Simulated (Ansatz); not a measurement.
CH$_{11}$AlBInSi$_{2}$

```yaml
atoms:
  - { symbol: B, position_ang: [-0.5592, -1.6252, 0.6708] }
  - { symbol: Si, position_ang: [1.1193, -0.5028, 0.8934] }
  - { symbol: Al, position_ang: [2.6820, -0.7600, -0.9422] }
  - { symbol: Si, position_ang: [0.2398, 1.6591, 0.6387] }
  - { symbol: C, position_ang: [-1.0764, 1.5292, -0.7063] }
  - { symbol: In, position_ang: [-2.2353, -0.2366, -0.4118] }
  - { symbol: H, position_ang: [-0.8255, -1.6878, -0.5690] }
  - { symbol: H, position_ang: [-0.5770, -2.7658, 1.0412] }
  - { symbol: H, position_ang: [1.7463, -0.5999, 2.2455] }
  - { symbol: H, position_ang: [2.0755, -0.5951, -2.4125] }
  - { symbol: H, position_ang: [4.2447, -1.0344, -0.8208] }
  - { symbol: H, position_ang: [-0.4515, 2.0672, 1.9005] }
  - { symbol: H, position_ang: [1.2047, 2.7482, 0.3016] }
  - { symbol: H, position_ang: [-0.5994, 1.4019, -1.6841] }
  - { symbol: H, position_ang: [-1.7220, 2.4078, -0.7592] }
  - { symbol: H, position_ang: [-1.5098, -1.0592, 1.3002] }
  - { symbol: H, position_ang: [-3.7562, -0.9466, -0.6860] }
```

Geometry: PBE0-D4/def2-TZVP; core potentials replace the inner electrons of In.

These are results of Ansatz 0.2.0, RKS PBE0-D4/def2-TZVPP, not measurements.

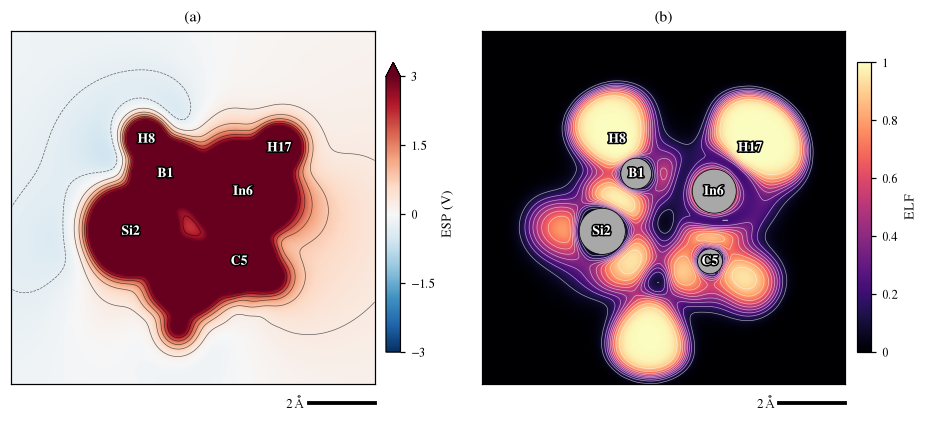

Figure 1. (a) molecular electrostatic potential; (b) ELF on the plane of atoms C5, In6 and H17. Grey discs cover the atomic cores in the ELF map.

### What do the fields say about this system?

The section cuts through B, Si, C, In and H sites. Si–B (2.03 Å): the ELF peaks at about 1 between the atoms, as expected for a covalent bond. C–In (2.13 Å): the ELF peaks at about 0.85 in the valence shell of C, 0.7 Å from its nucleus, and drops to about 0.20 between the two atoms. In–B (2.43 Å): the ELF is about 0.20 at the midpoint. Outside the dense part of the molecule the potential is most negative (−0.6 V) near H8.

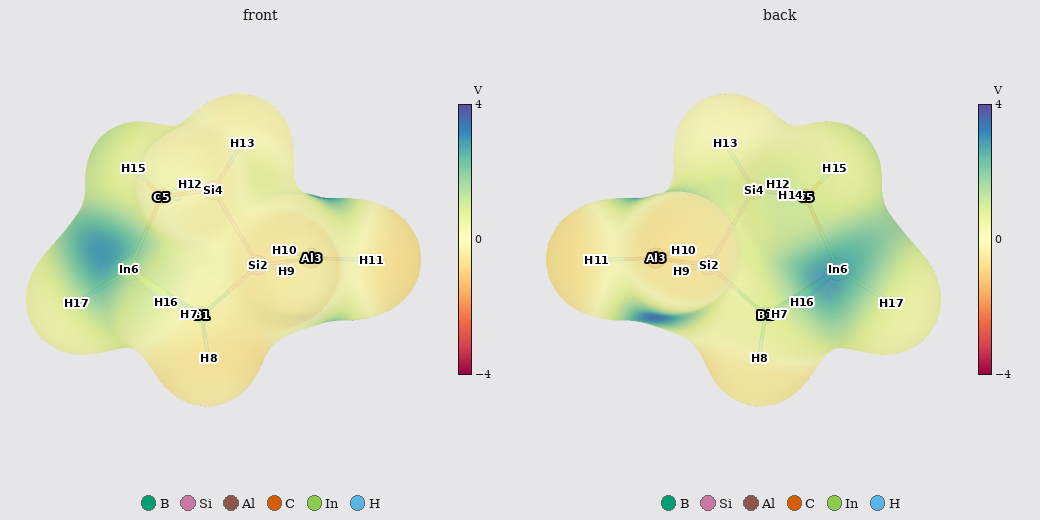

Figure 2. The molecular electrostatic potential painted on the density surface at 0.002 e/bohr³, seen from the front and from behind; red is negative and blue positive.

### Which sites attract a positive test charge, and which a negative one?

A positive charge is drawn to the negative regions and a negative charge to the positive ones. The most negative region (about −0.6 V) lies over H8, H10 and H11, the most positive (about +3.2 V) over Al3.

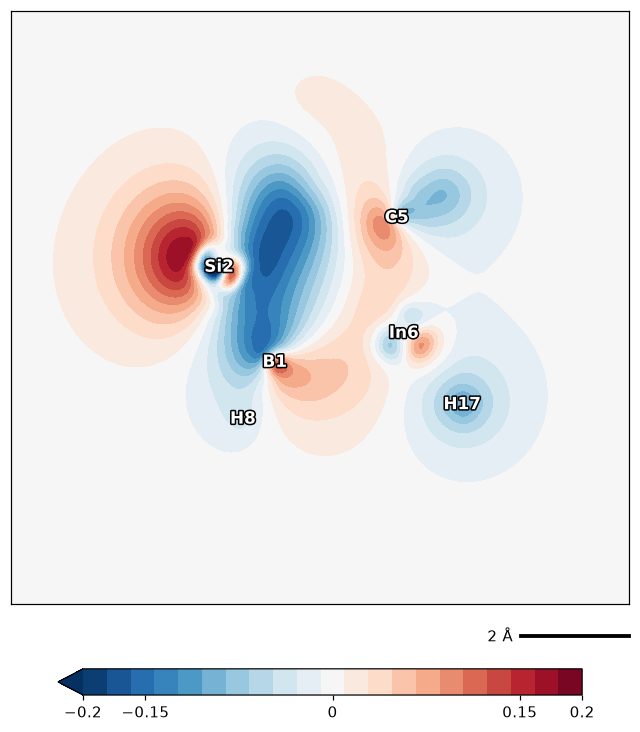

Figure 3. One frontier orbital on the plane of atoms Si2, B1 and H8 (values in Å⁻³ᐟ²; the overall sign is arbitrary).

### Which orbital is it: HOMO or LUMO?

The HOMO, at −6.78 eV. Its weight (Hirshfeld) is mainly on Si2 (about 35 %), Al3 (about 25 %), Si4 (about 10 %) and H11 (about 5 %).
